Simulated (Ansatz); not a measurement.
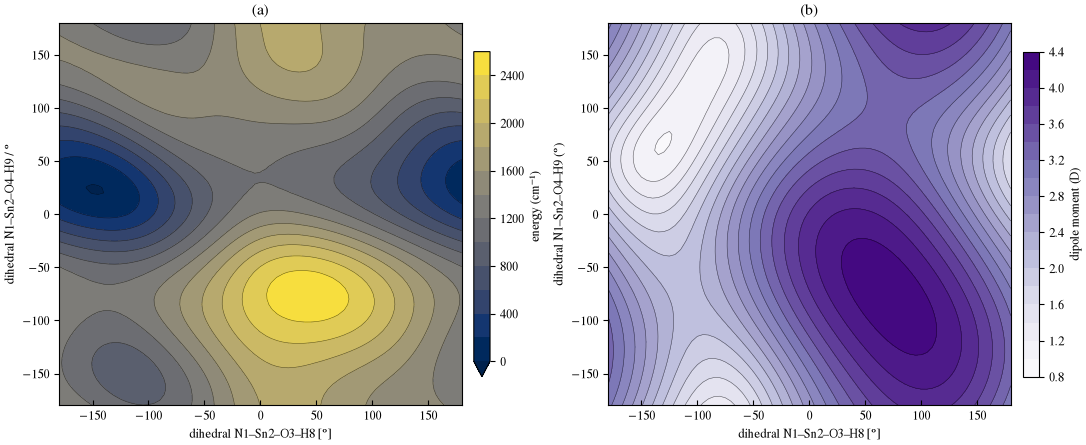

H5NO2Sn, SMILES [NH2][SnH]([OH])[OH]. The first coordinate is: dihedral N1–Sn2–O3–H8; the second: dihedral N1–Sn2–O4–H9. Nothing is relaxed (all other coordinates rigid). Grid: 18 × 18 points. Energies are in cm⁻¹, from the lowest grid point. All numbers below come from RKS SPW92 (LDA)/def2-SVP in Ansatz 0.2.0.

Panel (a) is the energy and panel (b) the computed dipole moment on the same grid.

The picture shows filled contours. Between grid points the surface is interpolated.

Question: How does the dipole moment vary over the map, and what is it at the lowest grid point?

Answer: Leaving out the highest fifth of the energies, it runs from 1.01 D at dihedral N1–Sn2–O3–H8 = −140°, dihedral N1–Sn2–O4–H9 = 60° to 4.16 D at dihedral N1–Sn2–O3–H8 = 60°, dihedral N1–Sn2–O4–H9 = −20°. At the lowest grid point, dihedral N1–Sn2–O3–H8 = −140°, dihedral N1–Sn2–O4–H9 = 20°, it is 1.33 D.

```csv
"dihedral N1–Sn2–O4–H9 ↓, dihedral N1–Sn2–O3–H8 →",−180,−140,−100,−60,−20,20,60,100,140
140,2.64,1.78,1.14,1.38,2.18,2.88,3.34,3.51,3.28
100,2.09,1.31,1.10,1.71,2.46,2.99,3.24,3.19,2.80
60,1.66,1.01,1.36,2.18,2.91,3.34,3.40,3.12,2.51
20,1.85,1.33,1.80,2.65,3.39,3.80,3.80,3.42,2.72
−20,2.39,1.85,2.11,2.87,3.63,4.10,4.16,3.85,3.21
−60,2.90,2.23,2.17,2.76,3.54,4.11,4.31,4.16,3.65
−100,3.22,2.46,2.08,2.43,3.20,3.87,4.24,4.27,3.92
−140,3.29,2.45,1.81,1.95,2.71,3.48,3.99,4.16,3.93
−180,3.07,2.19,1.43,1.48,2.28,3.08,3.64,3.87,3.69
```

The table holds every second grid line.
